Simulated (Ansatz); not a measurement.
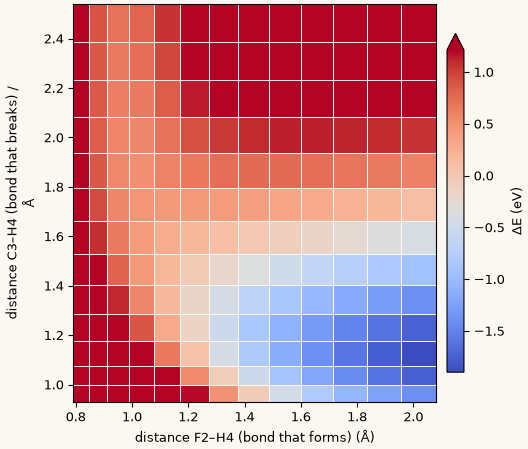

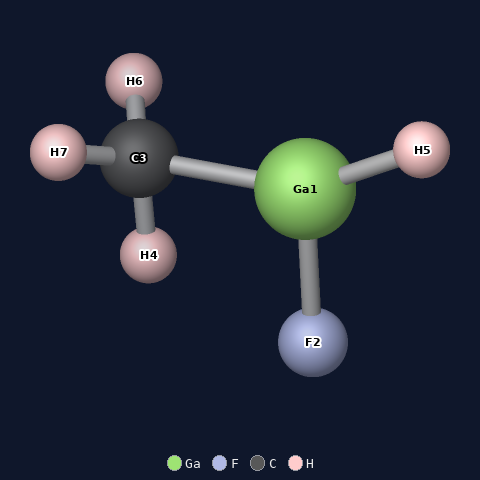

Energy landscape of the reacting system CH4FGa (fragments CH₄FGa where the first distance is long, CH₃Ga + FH where the second is long). First axis: distance F2–H4 (bond that forms). Second axis: distance C3–H4 (bond that breaks). Relaxed at each point: all other coordinates. Grid: 13 × 13 points. Points are written as (first, second). All energies are given in eV relative to a guessed transition structure relaxed with its forming and breaking bonds held. Energies and slopes of some neighbouring points disagree (a jump in structure or state, or too coarse a mesh). The reference is spin-restricted, so regions where a bond is pulled apart into radicals lie too high. Computed with RKS PBE-D4/def2-SVP in Ansatz 0.2.0.

In the figure: one coloured cell a grid point, one colour for all values above the top of the scale. The second picture is the structure at the lowest point.

> Where are the lowest and the highest points?

The lowest grid point is at (2.019 Å, 1.123 Å), −1.90 eV from a guessed transition structure relaxed with its forming and breaking bonds held. It lies at the edge of the scanned range, so the true minimum may lie outside. The highest grid point, (0.819 Å, 0.963 Å), lies 8.20 eV above the lowest.

The values on the grid:

```csv
"second ↓, first →",0.819,0.873,0.947,1.031,1.123,1.221,1.324,1.431,1.542,1.657,1.774,1.895,2.019
2.463,1.31,0.89,0.71,0.80,1.06,1.34,1.56,1.70,1.76,1.76,1.73,1.66,1.58
2.308,1.30,0.87,0.66,0.73,0.96,1.22,1.43,1.68,1.76,1.81,1.83,1.84,1.83
2.157,1.30,0.85,0.62,0.65,0.84,1.14,1.30,1.41,1.47,1.49,1.50,1.49,1.47
2.010,1.31,0.85,0.59,0.57,0.71,0.92,1.03,1.10,1.13,1.14,1.12,1.10,1.06
1.867,1.36,0.87,0.57,0.50,0.60,0.68,0.74,0.76,0.76,0.74,0.70,0.66,0.61
1.728,1.47,0.94,0.58,0.47,0.43,0.43,0.42,0.39,0.35,0.30,0.24,0.17,0.12
1.594,1.66,1.09,0.65,0.42,0.28,0.18,0.10,0.01,−0.08,−0.17,−0.25,−0.33,−0.41
1.465,1.98,1.34,0.80,0.44,0.17,−0.03,−0.20,−0.35,−0.49,−0.62,−0.74,−0.84,−0.93
1.343,2.49,1.77,1.11,0.57,0.16,−0.16,−0.43,−0.66,−0.85,−1.02,−1.17,−1.29,−1.39
1.228,3.05,2.34,1.59,0.88,0.30,−0.16,−0.53,−0.84,−1.10,−1.31,−1.49,−1.63,−1.75
1.123,3.95,3.13,2.34,1.42,0.67,0.06,−0.43,−0.83,−1.14,−1.40,−1.60,−1.76,−1.90
1.030,5.13,4.19,3.39,2.26,1.31,0.55,−0.05,−0.53,−0.90,−1.20,−1.43,−1.61,−1.76
0.963,6.30,5.28,4.48,3.17,2.07,1.19,0.49,−0.05,−0.47,−0.80,−1.05,−1.25,−1.40
```

The whole map (169 points run) took 24 min on 1 thread of Intel(R) Xeon(R) Platinum 8259CL CPU @ 2.50GHz (Skylake/Cascade Lake), with other jobs on the host.
